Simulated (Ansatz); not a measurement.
**Cl₃H₂HfN···HCl: density, localisation and related maps**

```yaml
atoms:
  - { symbol: Hf, position_ang: [-0.6298, -0.0721, -0.4613] }
  - { symbol: Cl, position_ang: [0.0495, 1.2665, 2.9407] }
  - { symbol: Cl, position_ang: [1.2928, -1.2478, 0.1970] }
  - { symbol: Cl, position_ang: [-0.4488, 2.2274, -0.8879] }
  - { symbol: Cl, position_ang: [-1.2869, -1.0612, -2.4816] }
  - { symbol: N, position_ang: [-2.2243, -0.4315, 0.9369] }
  - { symbol: H, position_ang: [-2.4718, -1.3650, 1.2892] }
  - { symbol: H, position_ang: [-3.0525, 0.1735, 1.0066] }
  - { symbol: H, position_ang: [-0.9993, 0.5102, 2.5727] }
```

Core potentials replace the inner electrons of Hf; not at a stationary point (largest force 1.8 eV/Å).

Computed with RKS PBE-D4/def2-SVP in Ansatz 0.2.0.

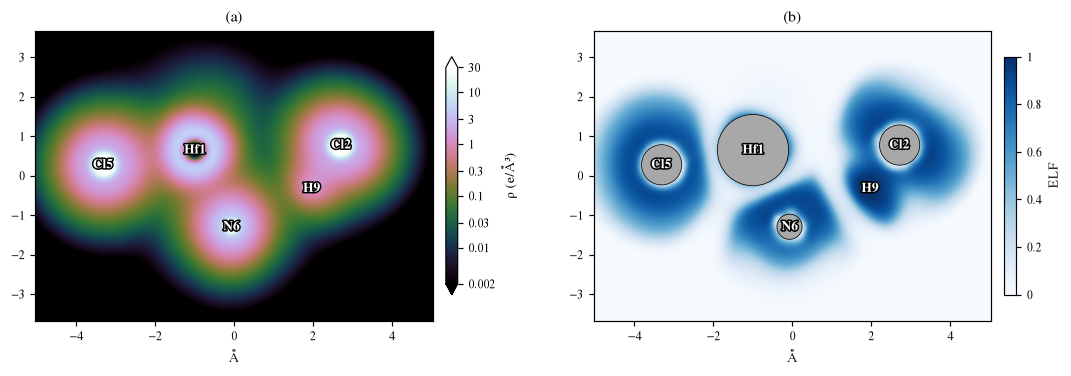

Figure 1. (a) electron density; (b) electron localisation function on the plane of atoms Cl5, Hf1 and N6. Grey discs cover the atomic cores in the ELF map.

Question: What does the map show?

Answer:
- Atoms in the plane: Hf, Cl, N and H.
- N6···H9 (2.25 Å): the density falls to about 0.13 e/Å³ on the way; the ELF dips to about 0.15 between them.
- Hf–N (2.15 Å): ρ at the midpoint is about 0.64 e/Å³; the ELF peaks at about 0.90 in the valence shell of N, 0.6 Å from its nucleus, and is about 0.25 at the midpoint.
- Hf–Cl (2.34 Å): the density is about 0.58 e/Å³ at the midpoint; the ELF peaks at about 0.85 in the valence shell of Cl, 0.8 Å from its nucleus, and is about 0.35 at the midpoint.
- Cl–H (1.34 Å): the density is about 1.8 e/Å³ at the midpoint; the ELF climbs to about 1 towards the hydrogen, as it does in any bond to H; a covalent bond by its length.
- The ELF also peaks beside Cl2, away from the bonds: lone-pair regions.

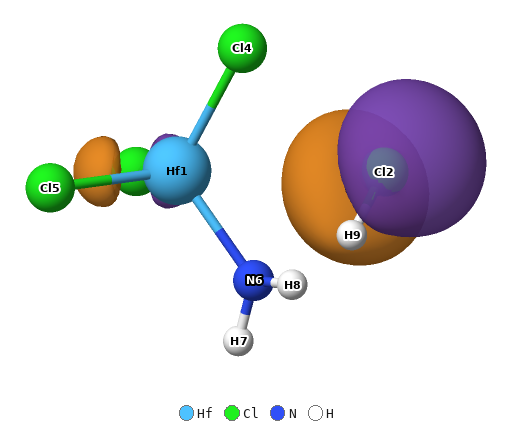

Figure 2. The HOMO−1 at ±0.1 Å⁻³ᐟ² (orange and purple are the two phases), seen at a tilt.

Question: What is the character of this orbital?

Answer: It lies mainly on Cl2 (about 90 %); largely a lone pair of Cl2. Its energy is −7.50 eV.

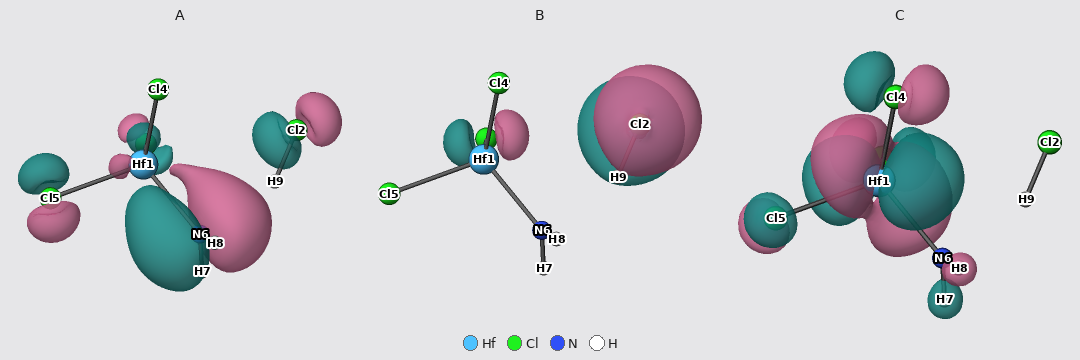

Figure 3. Three frontier orbitals at ±0.1 Å⁻³ᐟ² (teal and pink are the two phases), in no order.

Question: Order the three orbitals by energy and name them.

Answer: B is the HOMO−1 (−7.50 eV). It lies mainly on Cl2 (about 90 %); largely a lone pair of Cl2. A is the HOMO (−6.82 eV). Its weight (Hirshfeld) is mainly on N6 (about 65 %), Hf1 (about 10 %) and Cl2 (about 5 %). C is the LUMO (−2.80 eV). Its weight (Hirshfeld) is mainly on Hf1 (about 70 %), Cl4 (about 10 %), Cl3 (about 10 %) and Cl5 (about 5 %).

Question: What is the HOMO–LUMO gap?

Answer: 4.02 eV between the orbital energies.
